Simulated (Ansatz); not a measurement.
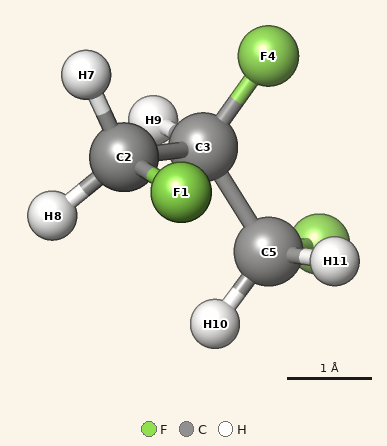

**Figure 1.** The starting structure (ball-and-stick view, seen at a tilt; atoms are numbered from 1 in the order of the input). Bond lengths as drawn: C–C 1.49 to 1.52 Å, C–F 1.31 to 1.35 Å and C–H 1.07 to 1.12 Å.

C$_{3}$H$_{5}$F$_{3}$: geometry relaxation

C$_{3}$H$_{5}$F$_{3}$, SMILES FCC(F)CF, computed with RKS PBE-D4/def2-SVP (Ansatz 0.2.0).

The geometry: force-field start. Figures and captions count atoms from 1; the log counts them from 0 in places.

### The program's output
```
Functional definition: PBE
  name "PBE"
  cite "Perdew, Burke & Ernzerhof, Phys. Rev. Lett. 77, 3865 (1996) doi:10.1103/PhysRevLett.77.3865"
  parent pbe
  parameter kappa = 0.804
  parameter beta = 0.06672455060314922
  exchange = pbe_x(kappa = kappa, mu = beta*pi^2/3)
  correlation = pbe_c(beta = beta)
1208 factors; their error is unknown
mean field evaluation 1: about -11316.9313 eV, gradient 4.5e1 eV
mean field evaluation 2: about -11314.8337 eV, gradient 5.4e1 eV
mean field evaluation 4: about -11321.6837 eV, gradient 2.9e0 eV
mean field evaluation 8: about -11321.6907 eV, gradient 5.7e-2 eV
mean field evaluation 16: about -11321.6140 eV, gradient 3.0e-4 eV
mean field -11321.61404646 eV, -416.0616421417 hartree, gradient 4.4e-5 eV, S^2 0.000000; 0 other end points of the search recorded, 0 dependent functions left out
the calculation of the forces begins
reference -11321.61407113 eV, -416.0616430485 hartree; 25, 25 occupied and 84, 84 virtual orbitals, 1208 factors
relax step   1: F+E_penalty+E_count = -11321.78836086 eV  Δ(F+E_penalty+E_count) = +0.000e0 eV  max|allowed force component| = 3.122e0 eV/Å  Δτ_max = 0.0000 Å  (27 SCF iters, accepted)
these checks for a lower state are left out or cut short: starts, cluster_reference, orbital_swaps, neighbouring_geometries, increment
1208 factors; their error is unknown
mean field -11321.94241927 eV, -416.0737096201 hartree, gradient 2.5e-5 eV, S^2 0.000000; 0 other end points of the search recorded, 0 dependent functions left out
the calculation of the forces begins
reference -11321.94244381 eV, -416.0737105217 hartree; 25, 25 occupied and 84, 84 virtual orbitals, 1208 factors
relax step   2: F+E_penalty+E_count = -11322.11614527 eV  Δ(F+E_penalty+E_count) = -3.278e-1 eV  max|allowed force component| = 1.266e0 eV/Å  Δτ_max = 0.0703 Å  (28 SCF iters, accepted)
these checks for a lower state are left out or cut short: starts, cluster_reference, orbital_swaps, neighbouring_geometries, increment
1208 factors; their error is unknown
mean field evaluation 32: about -11321.9852 eV, gradient 6.1e-6 eV
mean field -11321.98523675 eV, -416.0752831334 hartree, gradient 6.1e-6 eV, S^2 0.000000; 0 other end points of the search recorded, 0 dependent functions left out
the calculation of the forces begins
reference -11321.98526125 eV, -416.0752840338 hartree; 25, 25 occupied and 84, 84 virtual orbitals, 1208 factors
relax step   3: F+E_penalty+E_count = -11322.15830875 eV  Δ(F+E_penalty+E_count) = -4.216e-2 eV  max|allowed force component| = 3.018e-1 eV/Å  Δτ_max = 0.0425 Å  (30 SCF iters, accepted)
these checks for a lower state are left out or cut short: starts, cluster_reference, orbital_swaps, neighbouring_geometries, increment
1208 factors; their error is unknown
mean field -11321.98910924 eV, -416.0754254447 hartree, gradient 6.3e-6 eV, S^2 0.000000; 0 other end points of the search recorded, 0 dependent functions left out
the calculation of the forces begins
reference -11321.98913375 eV, -416.0754263453 hartree; 25, 25 occupied and 84, 84 virtual orbitals, 1208 factors
relax step   4: F+E_penalty+E_count = -11322.16217903 eV  Δ(F+E_penalty+E_count) = -3.870e-3 eV  max|allowed force component| = 6.631e-2 eV/Å  Δτ_max = 0.0192 Å  (31 SCF iters, accepted)
these checks for a lower state are left out or cut short: starts, cluster_reference, orbital_swaps, neighbouring_geometries, increment
1208 factors; their error is unknown
mean field -11321.98964301 eV, -416.0754450605 hartree, gradient 6.3e-6 eV, S^2 0.000000; 0 other end points of the search recorded, 0 dependent functions left out
the calculation of the forces begins
reference -11321.98966749 eV, -416.0754459599 hartree; 25, 25 occupied and 84, 84 virtual orbitals, 1208 factors
relax step   5: F+E_penalty+E_count = -11322.16274284 eV  Δ(F+E_penalty+E_count) = -5.638e-4 eV  max|allowed force component| = 5.750e-2 eV/Å  Δτ_max = 0.0205 Å  (30 SCF iters, accepted)
these checks for a lower state are left out or cut short: starts, cluster_reference, orbital_swaps, neighbouring_geometries, increment
1208 factors; their error is unknown
mean field -11321.98995128 eV, -416.0754563892 hartree, gradient 6.3e-6 eV, S^2 0.000000; 0 other end points of the search recorded, 0 dependent functions left out
the calculation of the forces begins
reference -11321.98997577 eV, -416.0754572892 hartree; 25, 25 occupied and 84, 84 virtual orbitals, 1208 factors
relax step   6: F+E_penalty+E_count = -11322.16303662 eV  Δ(F+E_penalty+E_count) = -2.938e-4 eV  max|allowed force component| = 7.857e-3 eV/Å  Δτ_max = 0.0114 Å  (31 SCF iters, accepted)
1208 factors; their error is unknown
mean field evaluation 64: about -11321.9898 eV, gradient 2.9e-1 eV
```

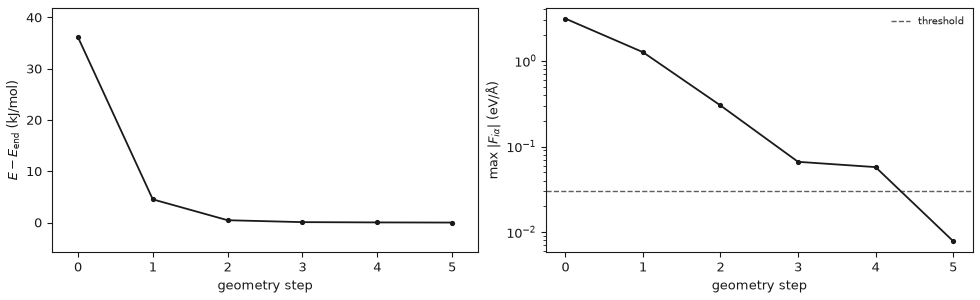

**Figure 2.** Progress of the relaxation, step by step (the first geometry is step 0 here and step 1 in the log).

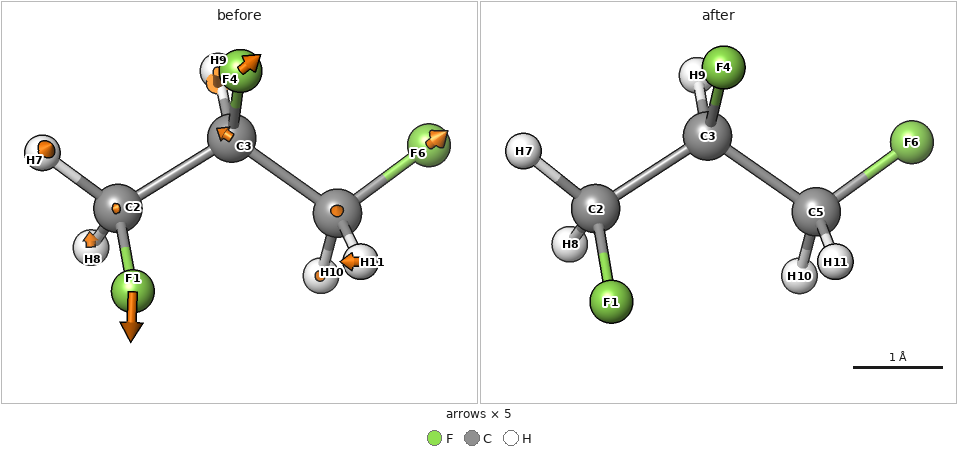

**Figure 3.** Before (left) and after (right) the relaxation, at one scale (ball-and-stick view, seen at a tilt). The orange arrows give the displacements, magnified 5 times. After 5 geometry steps the energy has fallen by 36.2 kJ/mol. Largest force component: 3.1 eV/Å at the start, 0.0079 eV/Å at the end. The largest moves after the best rigid fit, 0.12 Å, are those of F1 and H9. By element the largest moves are F 0.12 Å, H 0.11 Å, C 0.04 Å. Among the contacts that change: F1–C2 1.308 → 1.387 Å, C5–F6 1.335 → 1.381 Å, C5–H10 1.073 → 1.114 Å, C3–F4 1.355 → 1.391 Å. Among the angles that change: F4–C3–H9 101.7° → 107.9°, F4–C3–C5 113.5° → 109.1°, C5–C3–H9 113.1° → 108.9°. (Atoms are counted from 1 in the order of the input.)

```
mean field -11321.98995128 eV, -416.0754563892 hartree, gradient 1.6e-5 eV, S^2 0.000000; 1 other end points of the search recorded, 0 dependent functions left out
the calculation of the forces begins
reference -11321.98997577 eV, -416.0754572892 hartree; 25, 25 occupied and 84, 84 virtual orbitals, 1208 factors
Total energy: -11322.16306111 eV, -416.0818180580 hartree
Atom 0 at    -0.613970     1.413564     1.220359 Å, force    -0.000535     0.000017    -0.004713 eV/Å
Atom 1 at     0.581338     0.918727     0.721372 Å, force     0.005811     0.005432     0.001931 eV/Å
Atom 2 at     0.389374    -0.452925     0.100273 Å, force    -0.005123    -0.003865    -0.002404 eV/Å
Atom 3 at     0.232287    -1.408341     1.099546 Å, force     0.004195     0.001682     0.000139 eV/Å
Atom 4 at    -0.807669    -0.509837    -0.833197 Å, force     0.001352     0.007857     0.003251 eV/Å
Atom 5 at    -0.815648    -1.699400    -1.533729 Å, force     0.000213    -0.003330    -0.004437 eV/Å
Atom 6 at     1.317932     0.842427     1.550800 Å, force     0.001875    -0.002067     0.002391 eV/Å
Atom 7 at     0.974274     1.627432    -0.043072 Å, force    -0.004113    -0.001036     0.002658 eV/Å
Atom 8 at     1.309716    -0.707820    -0.477270 Å, force    -0.002109    -0.002077     0.003081 eV/Å
Atom 9 at    -0.763332     0.340898    -1.551218 Å, force    -0.005166    -0.003534     0.000276 eV/Å
Atom 10 at    -1.738903    -0.421725    -0.233363 Å, force     0.003599     0.000921    -0.002172 eV/Å
Dipole moment:     0.304924     0.383123    -0.164969 e Å
```

### Trajectory as extended XYZ (Å, eV, eV/Å), 6 frames, from step=1 to step=6
```
11
Properties=species:S:1:pos:R:3:forces:R:3 step=1 energy=-11321.78836
F    -0.5435    1.3198    1.2388   -3.1223   1.4257   1.3505
C     0.5780    0.9110    0.7049    2.3689  -0.3768  -1.0361
C     0.3489   -0.4593    0.0853    1.6812   1.1131   0.3290
F     0.2441   -1.3456    1.1048   -0.9339  -1.2625   1.2296
C    -0.8083   -0.4949   -0.8551   -0.8845  -0.0974   1.5430
F    -0.7951   -1.6392   -1.5431   -0.0306  -1.8130  -1.2007
H     1.3391    0.8823    1.5225    0.2363  -0.3851  -0.2794
H     0.9488    1.6547   -0.0522   -0.0689  -0.2069  -0.0415
H     1.2917   -0.7672   -0.3801    0.3847   0.1392  -1.0534
H    -0.7737    0.3313   -1.5393    0.0803   1.2240  -0.7726
H    -1.7646   -0.4499   -0.2660    0.2887   0.2397  -0.0684
11
Properties=species:S:1:pos:R:3:forces:R:3 step=2 energy=-11322.11614
F    -0.5895    1.3663    1.2648   -1.0091   0.4736   0.4110
C     0.5616    0.9229    0.7137    1.2663  -0.3691  -0.4358
C     0.3756   -0.4614    0.1036    0.3915   0.3789   0.1164
F     0.2079   -1.3801    1.1193   -0.2130  -0.3580   0.3257
C    -0.7940   -0.5078   -0.8442   -0.4549   0.1289   0.5040
F    -0.8010   -1.6706   -1.5545   -0.0138  -0.5938  -0.3804
H     1.3533    0.8596    1.4992   -0.0806  -0.0170  -0.0451
H     0.9264    1.6388   -0.0685   -0.1368  -0.0888   0.0823
H     1.3070   -0.7504   -0.4296    0.0863   0.1235  -0.2233
H    -0.7453    0.3498   -1.5342    0.0355   0.3077  -0.2704
H    -1.7366   -0.4241   -0.2490    0.1284   0.0141  -0.0843
11
Properties=species:S:1:pos:R:3:forces:R:3 step=3 energy=-11322.15831
F    -0.6007    1.3957    1.2588   -0.2154   0.1276   0.1065
C     0.5759    0.9231    0.7245    0.3018  -0.2145  -0.2125
C     0.3819   -0.4552    0.1073    0.0624   0.0278   0.0224
F     0.2060   -1.3974    1.1153    0.0257  -0.0316   0.0016
C    -0.8016   -0.5151   -0.8412   -0.0901   0.1946   0.0639
F    -0.8096   -1.6952   -1.5520    0.0310  -0.0616  -0.0036
H     1.3519    0.8548    1.5205   -0.0737   0.0035   0.0163
H     0.9412    1.6288   -0.0584   -0.0392   0.0140   0.0299
H     1.3092   -0.7180   -0.4570   -0.0140  -0.0011   0.0188
H    -0.7504    0.3448   -1.5487    0.0021  -0.0295  -0.0228
H    -1.7384   -0.4233   -0.2486    0.0095  -0.0293  -0.0204
11
Properties=species:S:1:pos:R:3:forces:R:3 step=4 energy=-11322.16218
F    -0.6075    1.4043    1.2457   -0.0100   0.0103  -0.0034
C     0.5795    0.9197    0.7219    0.0663  -0.0593  -0.0284
C     0.3861   -0.4550    0.1049   -0.0318   0.0279   0.0163
F     0.2168   -1.4039    1.1096    0.0263   0.0206  -0.0410
C    -0.8052   -0.5100   -0.8371    0.0219   0.0385  -0.0063
F    -0.8093   -1.6971   -1.5413   -0.0059  -0.0094  -0.0012
H     1.3382    0.8482    1.5322   -0.0281   0.0116   0.0165
H     0.9524    1.6281   -0.0532   -0.0121   0.0075   0.0111
H     1.3106   -0.7138   -0.4656   -0.0237  -0.0090   0.0147
H    -0.7558    0.3438   -1.5530   -0.0015  -0.0331   0.0202
H    -1.7403   -0.4215   -0.2434   -0.0013  -0.0056   0.0015
11
Properties=species:S:1:pos:R:3:forces:R:3 step=5 energy=-11322.16274
F    -0.6129    1.4078    1.2301   -0.0078   0.0193   0.0063
C     0.5806    0.9187    0.7239    0.0063  -0.0192  -0.0513
C     0.3882   -0.4522    0.1006    0.0129  -0.0125   0.0141
F     0.2290   -1.4066    1.1009    0.0145  -0.0050  -0.0179
C    -0.8068   -0.5107   -0.8353   -0.0087   0.0575   0.0080
F    -0.8177   -1.7024   -1.5312    0.0052  -0.0090  -0.0007
H     1.3244    0.8443    1.5468   -0.0044  -0.0072   0.0131
H     0.9673    1.6265   -0.0444   -0.0092   0.0208   0.0080
H     1.3097   -0.7045   -0.4769   -0.0053  -0.0191   0.0190
H    -0.7573    0.3378   -1.5568   -0.0097  -0.0190   0.0125
H    -1.7389   -0.4157   -0.2372    0.0060  -0.0066  -0.0110
11
Properties=species:S:1:pos:R:3:forces:R:3 step=6 energy=-11322.16304
F    -0.6140    1.4136    1.2204   -0.0005   0.0000  -0.0047
C     0.5813    0.9187    0.7214    0.0058   0.0054   0.0019
C     0.3894   -0.4529    0.1003   -0.0051  -0.0039  -0.0024
F     0.2323   -1.4083    1.0995    0.0042   0.0017   0.0001
C    -0.8077   -0.5098   -0.8332    0.0014   0.0079   0.0033
F    -0.8156   -1.6994   -1.5337    0.0002  -0.0033  -0.0044
H     1.3179    0.8424    1.5508    0.0019  -0.0021   0.0024
H     0.9743    1.6274   -0.0431   -0.0041  -0.0010   0.0027
H     1.3097   -0.7078   -0.4773   -0.0021  -0.0021   0.0031
H    -0.7633    0.3409   -1.5512   -0.0052  -0.0035   0.0003
H    -1.7389   -0.4217   -0.2334    0.0036   0.0009  -0.0022
```

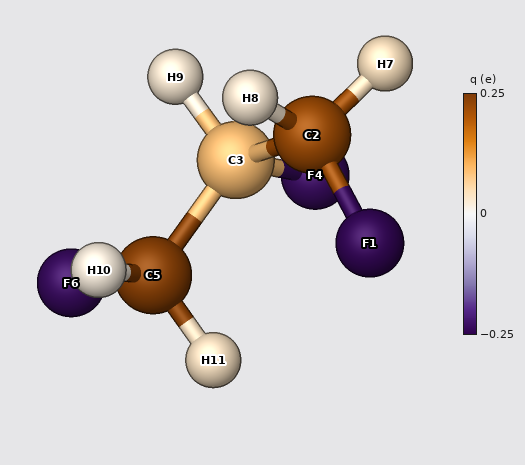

**Figure 4.** Mulliken charges, as the colour of each atom (ball-and-stick view, seen at a tilt; atoms are numbered from 1 in the order of the input). By element: F −0.24 to −0.23, C +0.09 to +0.24 and H +0.02 to +0.04 e.

This output came from the following input.

### The input
```yaml
crystal:
  periodic: [false, false, false]
  atoms:
    - {symbol: F, position_ang: [-0.543500, 1.319800, 1.238800]}
    - {symbol: C, position_ang: [0.578000, 0.911000, 0.704900]}
    - {symbol: C, position_ang: [0.348900, -0.459300, 0.085300]}
    - {symbol: F, position_ang: [0.244100, -1.345600, 1.104800]}
    - {symbol: C, position_ang: [-0.808300, -0.494900, -0.855100]}
    - {symbol: F, position_ang: [-0.795100, -1.639200, -1.543100]}
    - {symbol: H, position_ang: [1.339100, 0.882300, 1.522500]}
    - {symbol: H, position_ang: [0.948800, 1.654700, -0.052200]}
    - {symbol: H, position_ang: [1.291700, -0.767200, -0.380100]}
    - {symbol: H, position_ang: [-0.773700, 0.331300, -1.539300]}
    - {symbol: H, position_ang: [-1.764600, -0.449900, -0.266000]}
basis:
  gaussian: {orbitals: def2-SVP}
hamiltonian: {xc: pbe, dispersion: d4}
relax: {f_tol: 0.03, max_steps: 200}
```

Run as:
```bash
ansatz run in.yaml --threads 4 --pin off --events-out ev --progress --plain --max-ram 10444MiB
```

### Summary

```json
{"quantity": "outcome", "value": "converged"}
{"quantity": "total energy", "value": "−11322.1631 eV"}
{"quantity": "mean-field energy", "value": "−11321.9900 eV"}
{"quantity": "dispersion energy", "value": "−0.1731 eV"}
{"quantity": "SCF solution under orbital rotations", "value": "stable"}
{"quantity": "largest force (length of the vector) at the end", "value": "0.009 eV/Å"}
{"quantity": "dipole moment", "value": "2.48 D"}
{"quantity": "hardware", "value": "4 threads of Arm Neoverse V2, 23 GiB of memory available, shared host"}
{"quantity": "wall time", "value": "6 s (CPU time 22 s)"}
{"quantity": "peak memory", "value": "0.14 GiB"}
```
